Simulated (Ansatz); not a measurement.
BF$_{3}$ and related structures: several calculations on one system

## 1. Relaxation

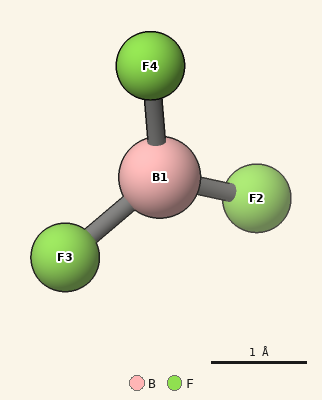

This is the input geometry for a relaxation of BF₃. Style: ball-and-stick. Shown at a tilt.

It is one of the separated products of a reaction.

Theory: Ansatz 0.2.0, RKS PBE0-D4/def2-TZVP.

Input
```yaml
crystal:
  periodic: [false, false, false]
  atoms:
    - {symbol: B, position_ang: [-0.712823, -1.234369, 0.170561]}
    - {symbol: F, position_ang: [-0.520758, -2.226216, -0.656934]}
    - {symbol: F, position_ang: [-0.535153, -1.372106, 1.458291]}
    - {symbol: F, position_ang: [-1.233169, -0.098836, -0.289394]}
basis:
  gaussian: {orbitals: def2-TZVP}
hamiltonian: {xc: pbe0, dispersion: d4}
relax: {f_tol: 0.005, max_steps: 200}
```

Run as
```bash
ansatz run in.yaml --threads 8 --pin off --events-out ev --progress --plain --max-ram 19148MiB
```

> What does the optimiser find from here?

After 1 accepted move (2 points after the start) the energy has fallen by 0.64 kcal/mol. Largest force component: 1.1 eV/Å at the start, 0.0049 eV/Å at the end. The line search rejected the trial step at point 1 of the run. B1 moves most after the best rigid fit: 0.038 Å. By element the largest moves are B 0.038 Å, F 0.014 Å. Near-neighbour distances that change, for instance: B1–F4 1.331 → 1.311 Å, B1–F2 1.306 → 1.311 Å.

The structure at the end:

```xyz
4

B    -0.7505   -1.2328    0.1707
F    -0.5083   -2.2245   -0.6519
F    -0.5223   -1.3752    1.4539
F    -1.2208   -0.0990   -0.2902
```

## 2. Relaxation

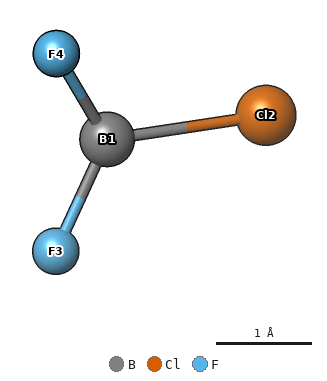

Starting structure of BClF2. A ball-and-stick model, seen at a tilt.

It is one of the separated reactants of a reaction.

Theory: RKS PBE0-D4/def2-TZVP in Ansatz 0.2.0.

Input file:
```yaml
crystal:
  periodic: [false, false, false]
  atoms:
    - {symbol: B, position_ang: [0.028026, -1.300633, 0.200636]}
    - {symbol: Cl, position_ang: [1.582974, -0.629088, -0.354212]}
    - {symbol: F, position_ang: [-0.560985, -2.205366, -0.531327]}
    - {symbol: F, position_ang: [-0.338803, -1.077719, 1.437021]}
basis:
  gaussian: {orbitals: def2-TZVP}
hamiltonian: {xc: pbe0, dispersion: d4}
relax: {f_tol: 0.005, max_steps: 200}
```

Run as
```bash
ansatz run in.yaml --threads 8 --pin off --events-out ev --progress --plain --max-ram 19148MiB
```

Predict the outcome.

Answer. After 3 accepted moves (4 points after the start) the energy has fallen by 2.03 kcal/mol. The largest force component goes from 1.7 to 0.0015 eV/Å. The line search rejected the trial step at point 1 of the run. The largest move after the best rigid fit is that of B1, 0.081 Å. By element the largest moves are B 0.081 Å, F 0.031 Å, Cl 0.025 Å. Among the contacts that change: B1–Cl2 1.782 → 1.740 Å, B1–F3 1.304 → 1.310 Å. Among the angles between lasting bonds that change: F3–B1–F4 121.4° → 119.0°, Cl2–B1–F4 118.3° → 120.5°. The run took 2.6 s on 8 threads of Arm Neoverse V2, on a shared host.

Step by step:

```csv
step,"E − E(0), kcal/mol","largest force component, eV/Å",note
0,0.00,1.6903,
1,2.41,1.6440,rejected
2,-1.55,0.8315,
3,-2.03,0.0235,
4,-2.03,0.0015,
```

Final geometry:

```xyz
4

B     0.0911   -1.3461    0.2223
Cl    1.5610   -0.6191   -0.3589
F    -0.5800   -2.1823   -0.5310
F    -0.3609   -1.0654    1.4198
```

After the run, drawn alike:

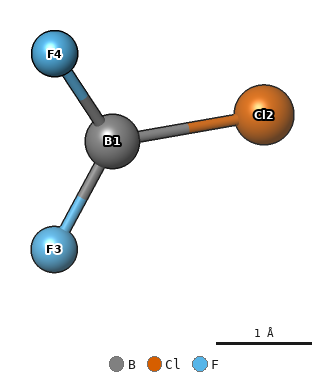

## 3. Reaction

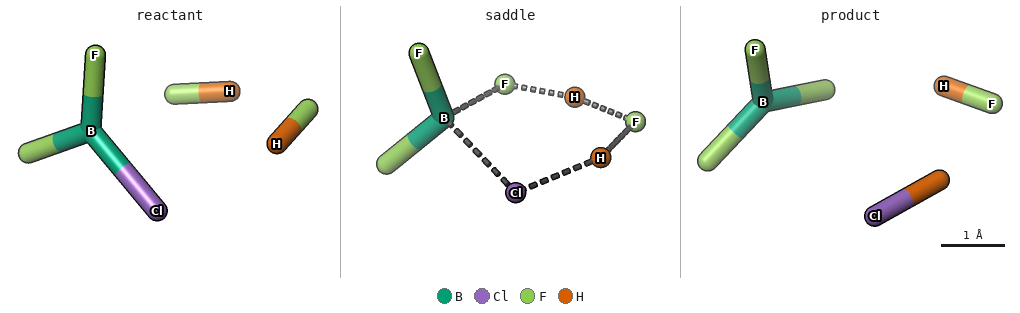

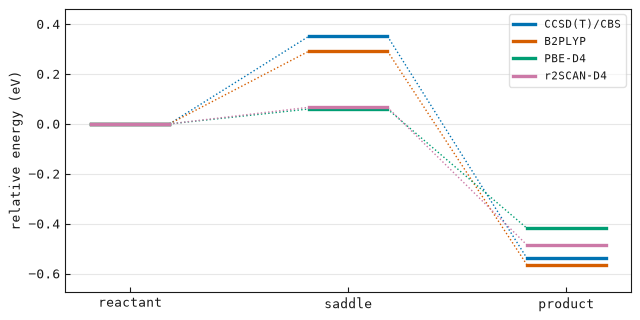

A reaction step of BH2ClF4, with its energy diagram. A stick model, seen from a free direction. Dashed sticks mark bonds that form or break.

Stationary points at PBE0-D4/def2-TZVP, single-point energies with CCSD(T)/CBS, B2PLYP, PBE-D4, r2SCAN-D4 (def2-TZVPP where no basis is named; Ansatz 0.2.0). The energies are electronic, without zero-point or thermal terms, and both ends are the minima reached downhill from the saddle, with any fragments still in contact. CCSD(T)/CBS stands for a frozen-core estimate: MP2 correlation extrapolated from def2-TZVPP and def2-QZVPP, CCSD(T) minus MP2 from the smaller set.

**What happens, and what does it cost?**

Counted by bonded pieces, the reactant holds BClF₂ + HF + HF and the product holds BF₃ + HCl + HF. From the reactant over the saddle to the product, bonds form: B–F (2.29 → 1.51 → 1.33 Å), Cl–H (2.22 → 1.64 → 1.29 Å), F–H (1.68 → 1.13 → 0.93 Å). Bonds break: B–Cl (1.78 → 1.98 → 2.98 Å), F–H (0.94 → 1.15 → 1.91 Å), F–H (0.94 → 1.08 → 1.94 Å). The saddle has one imaginary mode, 631i cm⁻¹. With CCSD(T)/CBS the barrier is 0.35 eV from the reactant and 0.89 eV from the product, and the product lies 0.54 eV below the reactant.

| level | barrier from the reactant (eV) | barrier from the product (eV) | the product less the reactant (eV) |
| --- | --- | --- | --- |
| CCSD(T)/CBS | 0.35 | 0.89 | −0.54 |
| B2PLYP | 0.29 | 0.86 | −0.57 |
| PBE-D4 | 0.06 | 0.48 | −0.42 |
| r2SCAN-D4 | 0.07 | 0.55 | −0.49 |

Against CCSD(T)/CBS, B2PLYP comes closest on the barrier from the reactant (−0.06 eV) and PBE-D4 misses most (−0.29 eV).

## 4. Reaction

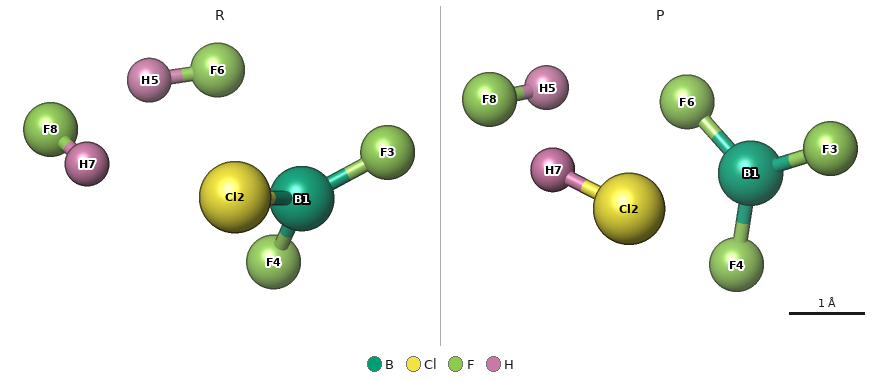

Reactant (R) and product (P) of one elementary step of BH2ClF4. Style: ball-and-stick. Shown from a free direction.

Stationary points at PBE0-D4/def2-TZVP, single-point energies with PBE0-D4, B2PLYP, PBE-QIDH, r2SCAN-D4 (def2-TZVPP where no basis is named; Ansatz 0.2.0). The energies are electronic, without zero-point or thermal terms, and both ends are the minima reached downhill from the saddle, with any fragments still in contact.

R:
```xyz
8

B     0.0238   -1.3029    0.1861
Cl    1.5800   -0.6307   -0.3644
F    -0.5698   -2.1973   -0.5547
F    -0.3398   -1.0925    1.4256
H    -0.8756    1.1953   -0.3471
F    -1.3117    0.3928   -0.5720
H     1.0718    1.4808    0.1051
F     0.4212    2.1544    0.1215
```

P:
```xyz
8

B    -0.7033   -1.2400    0.1696
Cl    2.0288   -0.1256   -0.2270
F    -0.5040   -2.2295   -0.6590
F    -0.5240   -1.3777    1.4571
H    -0.6440    1.7002   -0.1686
F    -1.2325   -0.1080   -0.2889
H     1.5308    1.0650   -0.1746
F     0.0480    2.3156   -0.1085
```

### Predict the saddle point between them and the barrier.

Counted by bonded pieces, R holds BClF₂ + HF + HF and P holds BF₃ + HCl + HF. From R over the saddle to P, bonds form: B1–F6 (2.29 → 1.51 → 1.33 Å), Cl2–H7 (2.22 → 1.64 → 1.29 Å), H5–F8 (1.68 → 1.13 → 0.93 Å). Bonds break: B1–Cl2 (1.78 → 1.98 → 2.98 Å), H5–F6 (0.94 → 1.15 → 1.91 Å), H7–F8 (0.94 → 1.08 → 1.94 Å). The saddle has one imaginary mode, 631i cm⁻¹. With PBE0-D4 the barrier is 3.3 kcal/mol from R and 14.3 kcal/mol from P, and P lies 11.0 kcal/mol below R.

```tsv
level	barrier from R (kcal/mol)	barrier from P (kcal/mol)	P less R (kcal/mol)
PBE0-D4	3.3	14.3	−11.0
B2PLYP	6.7	19.8	−13.0
PBE-QIDH	4.9	16.8	−11.9
r2SCAN-D4	1.5	12.7	−11.2
```

Saddle geometry:

```xyz
8

B    -0.2618   -1.0136    0.1564
Cl    1.5843   -0.3173   -0.0568
F    -0.4833   -1.9279   -0.7815
F    -0.4478   -1.3339    1.4343
H    -0.5529    1.1964   -0.2009
F    -1.1197    0.1950   -0.1539
H     1.0210    1.2193   -0.1653
F     0.2601    1.9820   -0.2322
```

The saddle point in the same view, with dashed sticks for the bonds that form or break:

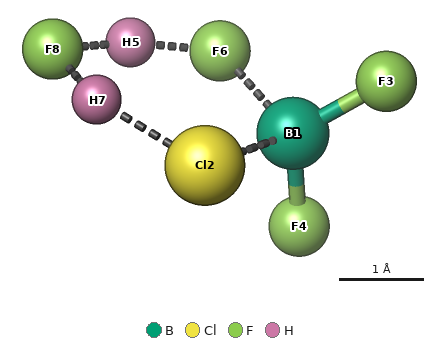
